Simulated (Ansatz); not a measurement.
**AlSiH₂ (quartet): B2PLYP, PBE-QIDH, RPA-PBE over a scan of the scale of all distances, 6-31G**

Aim: run AlSiH₂ (quartet) with these functionals over a scan of the scale of all distances, and hold them against the top wave-function level at the same points.

The runs use Ansatz 0.2.0, Gaussian basis; 6-31G, all electrons in the functionals, frozen cores in the correlation of double hybrids and RPA.

To be run: B2PLYP, PBE-QIDH, RPA-PBE, at 0.896; 1.000; 1.113; 1.311; 1.480; 1.716; 2.024; 2.352.

17 further runs of the same task are left out: 15 that didn't finish, 2 set aside as unsound or not needed.

## Step 1: The geometry

The geometry derives from a PBE0/def2-TZVP stationary point (not a proven minimum). All distances are scaled together.

4 atoms, charge 0, spin multiplicity 4.

Atoms are counted from 1 here; the program's logs count them from 0.

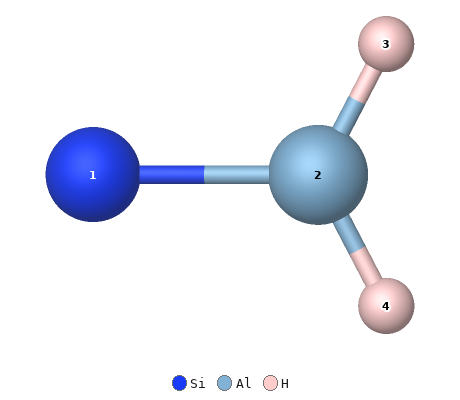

The structure; silicon blue, aluminium light blue, hydrogen pink; atoms are numbered from 1 in the order of the file.

Coordinates:

```xyz
4

Si    0.00000    0.00000    1.24933
Al    0.00000    0.00000   -1.15938
H     0.00000    1.40547   -1.88803
H     0.00000   -1.40547   -1.88803
```

No dispersion term is added.

The geometry shown and the zero of energy belong to the point 1.000. The yardstick, FCI, and other wave-function levels (R restricted, U unrestricted, valence and pair active spaces) come from earlier runs.

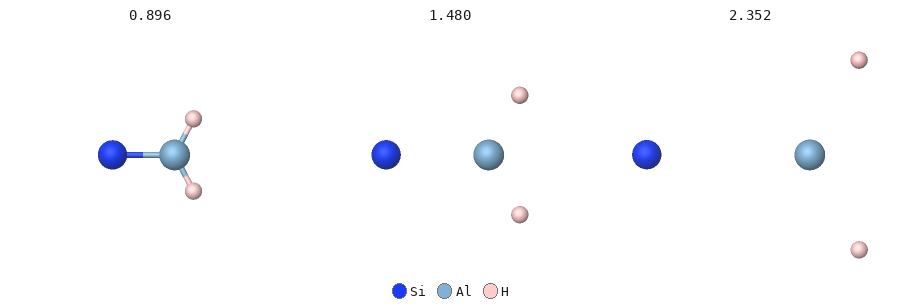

Three points of the scan; sticks are drawn by distance.

## Step 2: B2PLYP, 0.896

The input, in.yaml:

```yaml
crystal:
  periodic: [false, false, false]
  atoms:
    - {symbol: Si, position_ang: [0.000000, 0.000000, 1.119398]}
    - {symbol: Al, position_ang: [0.000000, 0.000000, -1.038808]}
    - {symbol: H, position_ang: [0.000000, 1.259301, -1.691678]}
    - {symbol: H, position_ang: [0.000000, -1.259301, -1.691678]}
basis:
  gaussian: {orbitals: 6-31G}
magnetization: {spin_polarized: true, initial_magnetization: 3}
hamiltonian: {xc: {name: B2PLYP}}
correlation: {electrons: outside_noble_gas}
```

The run is started by

```sh
$ ansatz run in.yaml --threads 1 --pin off --events-out ev --progress --plain --max-ram 2393MiB
```

The log of the run:

```text
Functional definition: B2PLYP
  name "B2PLYP"
  cite "Grimme, J. Chem. Phys. 124, 034108 (2006) doi:10.1063/1.2148954"
  cite "Becke, Phys. Rev. A 38, 3098 (1988) doi:10.1103/PhysRevA.38.3098"
  cite "Lee, Yang & Parr, Phys. Rev. B 37, 785 (1988) doi:10.1103/PhysRevB.37.785"
  parameter a = 0.53
  parameter c = 0.27
  exchange = (1 - a)*b88_x + a*exact_x
  correlation = (1 - c)*lyp_c + c*(mp2_os + mp2_ss)
342 factors; integrals over basis functions are off by at most 1.3e-4 eV
mean field evaluation 1: about -14492.6510 eV, gradient 4.3e0 eV
mean field evaluation 2: about -14492.6566 eV, gradient 4.3e0 eV
mean field evaluation 4: about -14492.9663 eV, gradient 5.4e-1 eV
mean field evaluation 8: about -14492.9778 eV, gradient 1.0e-2 eV
mean field evaluation 16: about -14492.9778 eV, gradient 1.1e-6 eV
mean field -14492.97782545 eV, -532.6071113921 hartree, gradient 1.1e-6 eV, S^2 3.750948; 0 other end points of the search recorded, 0 dependent functions left out
10 core orbitals not correlated: weight in the atoms' cores, before any rotation towards them, 1.000 or more for the frozen orbitals, at most 0.000 for the correlated occupied ones
reference -14492.97796310 eV, -532.6071164507 hartree; 6, 3 occupied and 14, 17 virtual orbitals, 342 factors
second order -1.83634431 eV of doubles, -0.00000000 eV of singles
Total energy: -14493.47377607 eV, -532.6253372411 hartree
```

It took 1.8 s on 1 thread of Arm Neoverse N1, shared host.

From the report: ⟨S²⟩ of the determinant 3.751 (pure quartet: 3.75).

## Step 3: B2PLYP, 1.000

The input, in.yaml:

```yaml
crystal:
  periodic: [false, false, false]
  atoms:
    - {symbol: Si, position_ang: [0.000000, 0.000000, 1.249328]}
    - {symbol: Al, position_ang: [0.000000, 0.000000, -1.159384]}
    - {symbol: H, position_ang: [0.000000, 1.405470, -1.888034]}
    - {symbol: H, position_ang: [0.000000, -1.405470, -1.888034]}
basis:
  gaussian: {orbitals: 6-31G}
magnetization: {spin_polarized: true, initial_magnetization: 3}
hamiltonian: {xc: {name: B2PLYP}}
correlation: {electrons: outside_noble_gas}
```

The command is unchanged.

The log of the run (excerpt; [...] marks lines left out):

```text
Functional definition: B2PLYP
  name "B2PLYP"
  cite "Grimme, J. Chem. Phys. 124, 034108 (2006) doi:10.1063/1.2148954"
  cite "Becke, Phys. Rev. A 38, 3098 (1988) doi:10.1103/PhysRevA.38.3098"
  cite "Lee, Yang & Parr, Phys. Rev. B 37, 785 (1988) doi:10.1103/PhysRevB.37.785"
[...]
342 factors; integrals over basis functions are off by at most 1.5e-4 eV
[...]
mean field -14493.98856401 eV, -532.6442553491 hartree, gradient 5.2e-6 eV, S^2 3.751457; 0 other end points of the search recorded, 0 dependent functions left out
10 core orbitals not correlated: weight in the atoms' cores, before any rotation towards them, 1.000 or more for the frozen orbitals, at most 0.000 for the correlated occupied ones
reference -14493.98870318 eV, -532.6442604636 hartree; 6, 3 occupied and 14, 17 virtual orbitals, 342 factors
second order -1.94440228 eV of doubles, -0.00000000 eV of singles
Total energy: -14494.51369180 eV, -532.6635534394 hartree
```

Run time: 1.8 s. Hardware: 1 thread of Arm Neoverse N1, shared host.

From the report: ⟨S²⟩ of the determinant 3.751 (pure quartet: 3.75).

## Step 4: B2PLYP, 1.113

The input, in.yaml:

```yaml
crystal:
  periodic: [false, false, false]
  atoms:
    - {symbol: Si, position_ang: [0.000000, 0.000000, 1.390502]}
    - {symbol: Al, position_ang: [0.000000, 0.000000, -1.290394]}
    - {symbol: H, position_ang: [0.000000, 1.564288, -2.101382]}
    - {symbol: H, position_ang: [0.000000, -1.564288, -2.101382]}
basis:
  gaussian: {orbitals: 6-31G}
magnetization: {spin_polarized: true, initial_magnetization: 3}
hamiltonian: {xc: {name: B2PLYP}}
correlation: {electrons: outside_noble_gas}
```

Launched as before.

The log of the run (excerpt; [...] marks lines left out):

```text
Functional definition: B2PLYP
  name "B2PLYP"
  cite "Grimme, J. Chem. Phys. 124, 034108 (2006) doi:10.1063/1.2148954"
  cite "Becke, Phys. Rev. A 38, 3098 (1988) doi:10.1103/PhysRevA.38.3098"
  cite "Lee, Yang & Parr, Phys. Rev. B 37, 785 (1988) doi:10.1103/PhysRevB.37.785"
[...]
342 factors; integrals over basis functions are off by at most 1.5e-4 eV
[...]
mean field -14493.56477369 eV, -532.6286813422 hartree, gradient 2.2e-6 eV, S^2 3.753938; 0 other end points of the search recorded, 0 dependent functions left out
10 core orbitals not correlated: weight in the atoms' cores, before any rotation towards them, 1.000 or more for the frozen orbitals, at most 0.000 for the correlated occupied ones
reference -14493.56491670 eV, -532.6286865977 hartree; 6, 3 occupied and 14, 17 virtual orbitals, 342 factors
second order -2.10183611 eV of doubles, -0.00000000 eV of singles
Total energy: -14494.13241245 eV, -532.6495416819 hartree
```

It took 1.9 s on 1 thread of Arm Neoverse N1, shared host.

From the report: ⟨S²⟩ of the determinant 3.754 (pure quartet: 3.75).

From 1.000: +8.8 kcal/mol.

## Step 5: B2PLYP, 1.311

The input, in.yaml:

```yaml
crystal:
  periodic: [false, false, false]
  atoms:
    - {symbol: Si, position_ang: [0.000000, 0.000000, 1.637869]}
    - {symbol: Al, position_ang: [0.000000, 0.000000, -1.519952]}
    - {symbol: H, position_ang: [0.000000, 1.842571, -2.475212]}
    - {symbol: H, position_ang: [0.000000, -1.842571, -2.475212]}
basis:
  gaussian: {orbitals: 6-31G}
magnetization: {spin_polarized: true, initial_magnetization: 3}
hamiltonian: {xc: {name: B2PLYP}}
correlation: {electrons: outside_noble_gas}
```

Launched as before.

The log of the run (excerpt; [...] marks lines left out):

```text
Functional definition: B2PLYP
  name "B2PLYP"
  cite "Grimme, J. Chem. Phys. 124, 034108 (2006) doi:10.1063/1.2148954"
  cite "Becke, Phys. Rev. A 38, 3098 (1988) doi:10.1103/PhysRevA.38.3098"
  cite "Lee, Yang & Parr, Phys. Rev. B 37, 785 (1988) doi:10.1103/PhysRevB.37.785"
[...]
342 factors; integrals over basis functions are off by at most 1.3e-4 eV
[...]
mean field -14491.66865271 eV, -532.5590001814 hartree, gradient 7.4e-6 eV, S^2 3.779631; 4 other end points of the search recorded, 0 dependent functions left out
10 core orbitals not correlated: weight in the atoms' cores, before any rotation towards them, 1.000 or more for the frozen orbitals, at most 0.000 for the correlated occupied ones
reference -14491.66880677 eV, -532.5590058430 hartree; 6, 3 occupied and 14, 17 virtual orbitals, 342 factors
second order -2.23669421 eV of doubles, -0.00000000 eV of singles
Total energy: -14492.27271421 eV, -532.5811990319 hartree
```

Run time: 2.7 s. Hardware: 1 thread of Arm Neoverse N1, shared host.

From the report: ⟨S²⟩ of the determinant 3.780 (pure quartet: 3.75).

From 1.000: +51.7 kcal/mol.

## Step 6: B2PLYP, 1.480

The input, in.yaml:

```yaml
crystal:
  periodic: [false, false, false]
  atoms:
    - {symbol: Si, position_ang: [0.000000, 0.000000, 1.849006]}
    - {symbol: Al, position_ang: [0.000000, 0.000000, -1.715888]}
    - {symbol: H, position_ang: [0.000000, 2.080096, -2.794290]}
    - {symbol: H, position_ang: [0.000000, -2.080096, -2.794290]}
basis:
  gaussian: {orbitals: 6-31G}
magnetization: {spin_polarized: true, initial_magnetization: 3}
hamiltonian: {xc: {name: B2PLYP}}
correlation: {electrons: outside_noble_gas}
```

The command is unchanged.

The log of the run (excerpt; [...] marks lines left out):

```text
Functional definition: B2PLYP
  name "B2PLYP"
  cite "Grimme, J. Chem. Phys. 124, 034108 (2006) doi:10.1063/1.2148954"
  cite "Becke, Phys. Rev. A 38, 3098 (1988) doi:10.1103/PhysRevA.38.3098"
  cite "Lee, Yang & Parr, Phys. Rev. B 37, 785 (1988) doi:10.1103/PhysRevB.37.785"
[...]
342 factors; integrals over basis functions are off by at most 1.6e-4 eV
[...]
mean field -14490.30496243 eV, -532.5088854877 hartree, gradient 9.7e-6 eV, S^2 3.866657; 6 other end points of the search recorded, 0 dependent functions left out
10 core orbitals not correlated: weight in the atoms' cores, before any rotation towards them, 1.000 or more for the frozen orbitals, at most 0.000 for the correlated occupied ones
reference -14490.30512350 eV, -532.5088914070 hartree; 6, 3 occupied and 14, 17 virtual orbitals, 342 factors
second order -2.04631924 eV of doubles, -0.00000000 eV of singles
Total energy: -14490.85762969 eV, -532.5291956351 hartree
```

Wall time 3.3 s (1 thread of Arm Neoverse N1, shared host).

From the report: ⟨S²⟩ of the determinant 3.867 (pure quartet: 3.75).

From 1.000: +84.3 kcal/mol.

## Step 7: B2PLYP, 1.716

The input, in.yaml:

```yaml
crystal:
  periodic: [false, false, false]
  atoms:
    - {symbol: Si, position_ang: [0.000000, 0.000000, 2.143847]}
    - {symbol: Al, position_ang: [0.000000, 0.000000, -1.989503]}
    - {symbol: H, position_ang: [0.000000, 2.411787, -3.239866]}
    - {symbol: H, position_ang: [0.000000, -2.411787, -3.239866]}
basis:
  gaussian: {orbitals: 6-31G}
magnetization: {spin_polarized: true, initial_magnetization: 3}
hamiltonian: {xc: {name: B2PLYP}}
correlation: {electrons: outside_noble_gas}
```

The command is unchanged.

The log of the run (excerpt; [...] marks lines left out):

```text
Functional definition: B2PLYP
  name "B2PLYP"
  cite "Grimme, J. Chem. Phys. 124, 034108 (2006) doi:10.1063/1.2148954"
  cite "Becke, Phys. Rev. A 38, 3098 (1988) doi:10.1103/PhysRevA.38.3098"
  cite "Lee, Yang & Parr, Phys. Rev. B 37, 785 (1988) doi:10.1103/PhysRevB.37.785"
[...]
342 factors; integrals over basis functions are off by at most 2.3e-4 eV
[...]
mean field -14489.28887031 eV, -532.4715447910 hartree, gradient 1.2e-8 eV, S^2 4.032461; 8 other end points of the search recorded, 0 dependent functions left out
10 core orbitals not correlated: weight in the atoms' cores, before any rotation towards them, 1.000 or more for the frozen orbitals, at most 0.000 for the correlated occupied ones
reference -14489.28904156 eV, -532.4715510844 hartree; 6, 3 occupied and 14, 17 virtual orbitals, 342 factors
second order -1.72751468 eV of doubles, -0.00000000 eV of singles
Total energy: -14489.75547052 eV, -532.4886920326 hartree
```

Wall time 9 s (1 thread of Arm Neoverse N1, shared host).

From the report: ⟨S²⟩ of the determinant 4.032 (pure quartet: 3.75).

From 1.000: +109.7 kcal/mol.

## Step 8: B2PLYP, 2.024

The input, in.yaml:

```yaml
crystal:
  periodic: [false, false, false]
  atoms:
    - {symbol: Si, position_ang: [0.000000, 0.000000, 2.528640]}
    - {symbol: Al, position_ang: [0.000000, 0.000000, -2.346593]}
    - {symbol: H, position_ang: [0.000000, 2.844671, -3.821380]}
    - {symbol: H, position_ang: [0.000000, -2.844671, -3.821380]}
basis:
  gaussian: {orbitals: 6-31G}
magnetization: {spin_polarized: true, initial_magnetization: 3}
hamiltonian: {xc: {name: B2PLYP}}
correlation: {electrons: outside_noble_gas}
```

Same command.

The log of the run (excerpt; [...] marks lines left out):

```text
Functional definition: B2PLYP
  name "B2PLYP"
  cite "Grimme, J. Chem. Phys. 124, 034108 (2006) doi:10.1063/1.2148954"
  cite "Becke, Phys. Rev. A 38, 3098 (1988) doi:10.1103/PhysRevA.38.3098"
  cite "Lee, Yang & Parr, Phys. Rev. B 37, 785 (1988) doi:10.1103/PhysRevB.37.785"
[...]
344 factors; integrals over basis functions are off by at most 2.0e-4 eV
[...]
mean field -14488.58999882 eV, -532.4458617378 hartree, gradient 2.4e-9 eV, S^2 4.306883; 13 other end points of the search recorded, 0 dependent functions left out
10 core orbitals not correlated: weight in the atoms' cores, before any rotation towards them, 1.000 or more for the frozen orbitals, at most 0.000 for the correlated occupied ones
reference -14488.59017944 eV, -532.4458683754 hartree; 6, 3 occupied and 14, 17 virtual orbitals, 344 factors
second order -1.45013872 eV of doubles, -0.00000000 eV of singles
Total energy: -14488.98171690 eV, -532.4602571114 hartree
```

It took 17 s on 1 thread of Arm Neoverse N1, shared host.

From the report: ⟨S²⟩ of the determinant 4.307 (pure quartet: 3.75). The determinant is far from a pure spin state, so its energy mixes those of several spin states (harmless only where they are near-degenerate, as at dissociation).

From 1.000: +127.6 kcal/mol.

## Step 9: B2PLYP, 2.352

The input, in.yaml:

```yaml
crystal:
  periodic: [false, false, false]
  atoms:
    - {symbol: Si, position_ang: [0.000000, 0.000000, 2.938420]}
    - {symbol: Al, position_ang: [0.000000, 0.000000, -2.726871]}
    - {symbol: H, position_ang: [0.000000, 3.305665, -4.440655]}
    - {symbol: H, position_ang: [0.000000, -3.305665, -4.440655]}
basis:
  gaussian: {orbitals: 6-31G}
magnetization: {spin_polarized: true, initial_magnetization: 3}
hamiltonian: {xc: {name: B2PLYP}}
correlation: {electrons: outside_noble_gas}
```

The command is unchanged.

The log of the run (excerpt; [...] marks lines left out):

```text
Functional definition: B2PLYP
  name "B2PLYP"
  cite "Grimme, J. Chem. Phys. 124, 034108 (2006) doi:10.1063/1.2148954"
  cite "Becke, Phys. Rev. A 38, 3098 (1988) doi:10.1103/PhysRevA.38.3098"
  cite "Lee, Yang & Parr, Phys. Rev. B 37, 785 (1988) doi:10.1103/PhysRevB.37.785"
[...]
344 factors; integrals over basis functions are off by at most 2.6e-4 eV
[...]
mean field -14488.20225916 eV, -532.4316125680 hartree, gradient 2.4e-10 eV, S^2 4.545251; 17 other end points of the search recorded, 0 dependent functions left out
10 core orbitals not correlated: weight in the atoms' cores, before any rotation towards them, 1.000 or more for the frozen orbitals, at most 0.000 for the correlated occupied ones
reference -14488.20246118 eV, -532.4316199921 hartree; 6, 3 occupied and 14, 17 virtual orbitals, 344 factors
second order -1.26603447 eV of doubles, -0.00000000 eV of singles
Total energy: -14488.54429049 eV, -532.4441819874 hartree
```

Wall time 47 s (1 thread of Arm Neoverse N1, shared host).

From the report: ⟨S²⟩ of the determinant 4.545 (pure quartet: 3.75). The determinant is far from a pure spin state, so its energy mixes those of several spin states (harmless only where they are near-degenerate, as at dissociation).

From 1.000: +137.7 kcal/mol.

## Step 10: PBE-QIDH, 0.896

The input, in.yaml:

```yaml
crystal:
  periodic: [false, false, false]
  atoms:
    - {symbol: Si, position_ang: [0.000000, 0.000000, 1.119398]}
    - {symbol: Al, position_ang: [0.000000, 0.000000, -1.038808]}
    - {symbol: H, position_ang: [0.000000, 1.259301, -1.691678]}
    - {symbol: H, position_ang: [0.000000, -1.259301, -1.691678]}
basis:
  gaussian: {orbitals: 6-31G}
magnetization: {spin_polarized: true, initial_magnetization: 3}
hamiltonian: {xc: {name: PBE-QIDH}}
correlation: {electrons: outside_noble_gas}
```

Same command.

The log of the run (excerpt; [...] marks lines left out):

```text
Functional definition: PBE-QIDH
  name "PBE-QIDH"
  cite "Brémond, Sancho-García, Pérez-Jiménez & Adamo, J. Chem. Phys. 141, 031101 (2014) doi:10.1063/1.4890314"
  cite "Perdew, Burke & Ernzerhof, Phys. Rev. Lett. 77, 3865 (1996) doi:10.1103/PhysRevLett.77.3865"
[...]
342 factors; integrals over basis functions are off by at most 1.3e-4 eV
[...]
mean field -14488.13811325 eV, -532.4292552491 hartree, gradient 3.4e-6 eV, S^2 3.751023; 0 other end points of the search recorded, 0 dependent functions left out
10 core orbitals not correlated: weight in the atoms' cores, before any rotation towards them, 1.000 or more for the frozen orbitals, at most 0.000 for the correlated occupied ones
reference -14488.13812529 eV, -532.4292556916 hartree; 6, 3 occupied and 14, 17 virtual orbitals, 342 factors
second order -1.62447304 eV of doubles, -0.00000000 eV of singles
Total energy: -14488.67961630 eV, -532.4491551192 hartree
```

It took 1.8 s on 1 thread of Arm Neoverse N1, shared host.

From the report: ⟨S²⟩ of the determinant 3.751 (pure quartet: 3.75).

## Step 11: PBE-QIDH, 1.000

The input, in.yaml:

```yaml
crystal:
  periodic: [false, false, false]
  atoms:
    - {symbol: Si, position_ang: [0.000000, 0.000000, 1.249328]}
    - {symbol: Al, position_ang: [0.000000, 0.000000, -1.159384]}
    - {symbol: H, position_ang: [0.000000, 1.405470, -1.888034]}
    - {symbol: H, position_ang: [0.000000, -1.405470, -1.888034]}
basis:
  gaussian: {orbitals: 6-31G}
magnetization: {spin_polarized: true, initial_magnetization: 3}
hamiltonian: {xc: {name: PBE-QIDH}}
correlation: {electrons: outside_noble_gas}
```

The command is unchanged.

The log of the run (excerpt; [...] marks lines left out):

```text
Functional definition: PBE-QIDH
  name "PBE-QIDH"
  cite "Brémond, Sancho-García, Pérez-Jiménez & Adamo, J. Chem. Phys. 141, 031101 (2014) doi:10.1063/1.4890314"
  cite "Perdew, Burke & Ernzerhof, Phys. Rev. Lett. 77, 3865 (1996) doi:10.1103/PhysRevLett.77.3865"
[...]
342 factors; integrals over basis functions are off by at most 1.5e-4 eV
[...]
mean field -14489.12663522 eV, -532.4655827617 hartree, gradient 5.8e-6 eV, S^2 3.751666; 0 other end points of the search recorded, 0 dependent functions left out
10 core orbitals not correlated: weight in the atoms' cores, before any rotation towards them, 1.000 or more for the frozen orbitals, at most 0.000 for the correlated occupied ones
reference -14489.12664736 eV, -532.4655832078 hartree; 6, 3 occupied and 14, 17 virtual orbitals, 342 factors
second order -1.70661847 eV of doubles, -0.00000000 eV of singles
Total energy: -14489.69552019 eV, -532.4864888985 hartree
```

It took 1.8 s on 1 thread of Arm Neoverse N1, shared host.

From the report: ⟨S²⟩ of the determinant 3.752 (pure quartet: 3.75).

## Step 12: PBE-QIDH, 1.113

The input, in.yaml:

```yaml
crystal:
  periodic: [false, false, false]
  atoms:
    - {symbol: Si, position_ang: [0.000000, 0.000000, 1.390502]}
    - {symbol: Al, position_ang: [0.000000, 0.000000, -1.290394]}
    - {symbol: H, position_ang: [0.000000, 1.564288, -2.101382]}
    - {symbol: H, position_ang: [0.000000, -1.564288, -2.101382]}
basis:
  gaussian: {orbitals: 6-31G}
magnetization: {spin_polarized: true, initial_magnetization: 3}
hamiltonian: {xc: {name: PBE-QIDH}}
correlation: {electrons: outside_noble_gas}
```

Same command.

The log of the run (excerpt; [...] marks lines left out):

```text
Functional definition: PBE-QIDH
  name "PBE-QIDH"
  cite "Brémond, Sancho-García, Pérez-Jiménez & Adamo, J. Chem. Phys. 141, 031101 (2014) doi:10.1063/1.4890314"
  cite "Perdew, Burke & Ernzerhof, Phys. Rev. Lett. 77, 3865 (1996) doi:10.1103/PhysRevLett.77.3865"
[...]
342 factors; integrals over basis functions are off by at most 1.5e-4 eV
[...]
mean field -14488.63708614 eV, -532.4475921646 hartree, gradient 9.5e-6 eV, S^2 3.755058; 0 other end points of the search recorded, 0 dependent functions left out
10 core orbitals not correlated: weight in the atoms' cores, before any rotation towards them, 1.000 or more for the frozen orbitals, at most 0.000 for the correlated occupied ones
reference -14488.63709854 eV, -532.4475926205 hartree; 6, 3 occupied and 14, 17 virtual orbitals, 342 factors
second order -1.83090107 eV of doubles, -0.00000000 eV of singles
Total energy: -14489.24739890 eV, -532.4700207449 hartree
```

Wall time 1.8 s (1 thread of Arm Neoverse N1, shared host).

From the report: ⟨S²⟩ of the determinant 3.755 (pure quartet: 3.75).

From 1.000: +10.3 kcal/mol.

## Step 13: PBE-QIDH, 1.311

The input, in.yaml:

```yaml
crystal:
  periodic: [false, false, false]
  atoms:
    - {symbol: Si, position_ang: [0.000000, 0.000000, 1.637869]}
    - {symbol: Al, position_ang: [0.000000, 0.000000, -1.519952]}
    - {symbol: H, position_ang: [0.000000, 1.842571, -2.475212]}
    - {symbol: H, position_ang: [0.000000, -1.842571, -2.475212]}
basis:
  gaussian: {orbitals: 6-31G}
magnetization: {spin_polarized: true, initial_magnetization: 3}
hamiltonian: {xc: {name: PBE-QIDH}}
correlation: {electrons: outside_noble_gas}
```

The command is unchanged.

The log of the run (excerpt; [...] marks lines left out):

```text
Functional definition: PBE-QIDH
  name "PBE-QIDH"
  cite "Brémond, Sancho-García, Pérez-Jiménez & Adamo, J. Chem. Phys. 141, 031101 (2014) doi:10.1063/1.4890314"
  cite "Perdew, Burke & Ernzerhof, Phys. Rev. Lett. 77, 3865 (1996) doi:10.1103/PhysRevLett.77.3865"
[...]
342 factors; integrals over basis functions are off by at most 1.3e-4 eV
[...]
mean field -14486.56776069 eV, -532.3715458572 hartree, gradient 2.8e-6 eV, S^2 3.787411; 4 other end points of the search recorded, 0 dependent functions left out
10 core orbitals not correlated: weight in the atoms' cores, before any rotation towards them, 1.000 or more for the frozen orbitals, at most 0.000 for the correlated occupied ones
reference -14486.56777361 eV, -532.3715463319 hartree; 6, 3 occupied and 14, 17 virtual orbitals, 342 factors
second order -1.93754413 eV of doubles, -0.00000000 eV of singles
Total energy: -14487.21362165 eV, -532.3952808097 hartree
```

Run time: 2.8 s. Hardware: 1 thread of Arm Neoverse N1, shared host.

From the report: ⟨S²⟩ of the determinant 3.787 (pure quartet: 3.75).

From 1.000: +57.2 kcal/mol.

(Part 1 of 2 ends here.)
